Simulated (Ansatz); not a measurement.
C₂H₇BrSi (SMILES CC([SiH3])Br)

```xyz
11

C    -0.5972    1.2577   -0.2973
C    -0.5578   -0.2523   -0.2141
Si    0.9759   -0.9542    0.6312
Br   -0.5997   -1.0344   -2.0163
H     0.2811    1.6508   -0.8131
H    -0.6142    1.6780    0.7135
H    -1.4867    1.6062   -0.8260
H    -1.4609   -0.6392    0.2606
H     1.0384   -0.4223    2.0222
H     2.1810   -0.5125   -0.1140
H     0.9053   -2.4346    0.6740
```

Geometry: PBE0-D4/def2-TZVP.

Method: Ansatz, RKS PBE0-D4/def2-TZVPP.

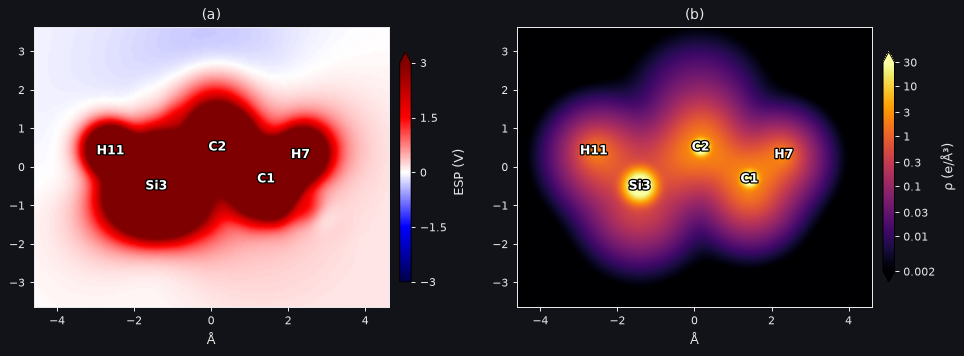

Figure 1. (a) molecular electrostatic potential; (b) total electron density on the plane of atoms C2, Si3 and H11.

Q: Read the bonding off the picture.

A: Atoms in the plane: C, Si and H. C–C (1.51 Å): ρ is about 1.7 e/Å³ halfway. C–Si (1.89 Å): ρ is about 0.96 e/Å³ halfway. C–H (1.09 Å): ρ at the midpoint is about 2 e/Å³. Si–H (1.48 Å): ρ is about 0.81 e/Å³ halfway. Outside the dense part of the molecule the potential is most negative (−0.3 V) near Br4, which lies off the plane.

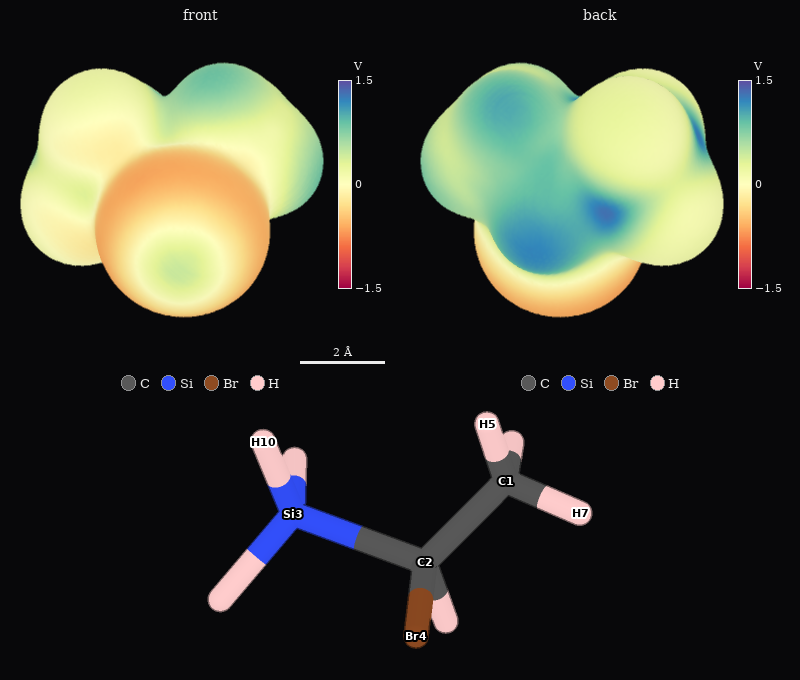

Figure 2. The electrostatic potential painted on the density surface at 0.002 e/bohr³, seen from the front and from behind; the colour scale runs from red (negative) to blue (positive). The bare structure is drawn below in the same view.

Q: Which sites attract a positive test charge, and which a negative one?

A: A positive charge is drawn to the negative regions and a negative charge to the positive ones. The most negative region (about −0.6 V, or −14 kcal/mol for a unit charge) lies over Br4, the most positive (about +1.2 V, or +28 kcal/mol for a unit charge) over Si3 and H8. Br4 shows a σ-hole: about +0.4 V, or +9 kcal/mol for a unit charge at the tip opposite its bond, against about −0.5 V, or −12 kcal/mol for a unit charge on its flanks.

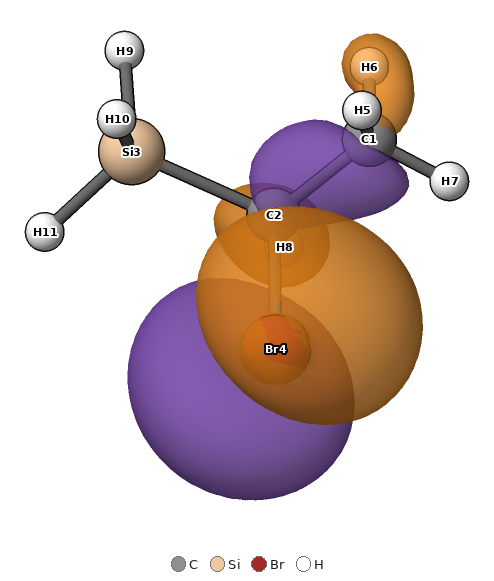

Figure 3. The HOMO−1 at ±0.08 Å⁻³ᐟ² (orange and purple are the two phases), seen across its widest extent.

Q: Describe this orbital and give its energy.

A: By Hirshfeld shares it lies mainly on Br4 (about 85 %); largely a lone pair of Br4. Its energy is −8.02 eV.
